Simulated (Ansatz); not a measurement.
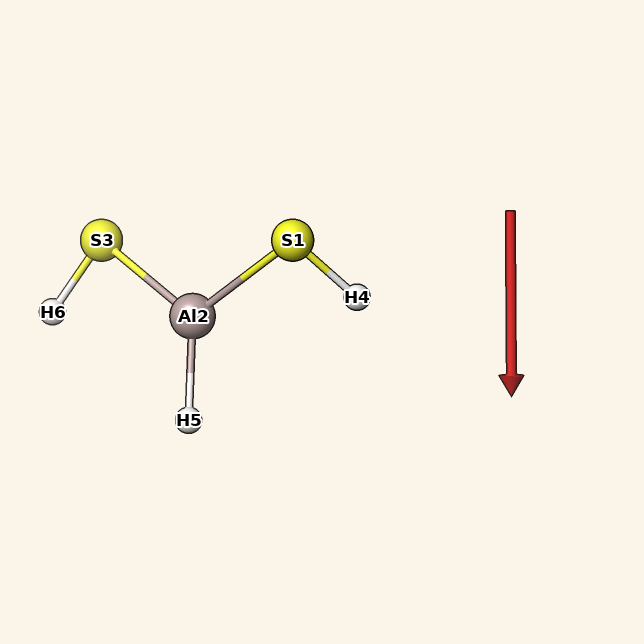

The arrow beside the molecule shows the direction of the dipole moment, from the negative to the positive end (its length means nothing). Geometry: relaxed with PBE0-D4/def2-TZVP with one coordinate held away from its value at the minimum. Properties computed with RKS PBE0-D4/def2-TZVP (Ansatz 0.2.0).

**Estimate the dipole moment.**

1.67 D; it points from the side of S1 to the side of H5 (the outermost atoms at the two ends).
